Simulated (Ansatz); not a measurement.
# A computed series for GaN: pressure series

Take GaN in the zinc blende structure (space group F-43m, No. 216; a = 4.498 Å) as the base.

Cell and atoms are relaxed at each pressure.

All numbers come from plane-wave PAW DFT at the PBEsol level (Ansatz, a quantum-chemistry and plane-wave program, 420 eV), no SOC.

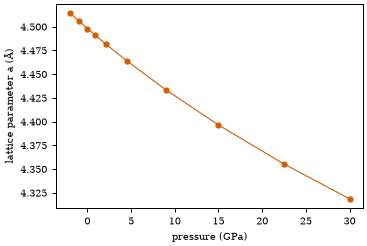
Figure: Lattice parameter a against pressure

| pressure (GPa) | lattice parameter a |
|---|---|
| -2 | 4.514 Å |
| -1 | 4.506 Å |
| 0.9 | 4.491 Å |
| 2.1 | 4.482 Å |
| 4.5 | 4.464 Å |
| 9 | 4.433 Å |
| 15 | 4.396 Å |
| 22.5 | 4.355 Å |
| 30 | 4.319 Å |

Load acts through the strain it causes; cell and atoms are relaxed under it. Stability against distortions was not tested. Tetrahedral semiconductors of this kind turn to denser phases somewhere between about 1 and 50 GPa; those were not computed, so compressed cells here can lie past the real transition. This is not the structure that GaN has at room temperature and ambient pressure.
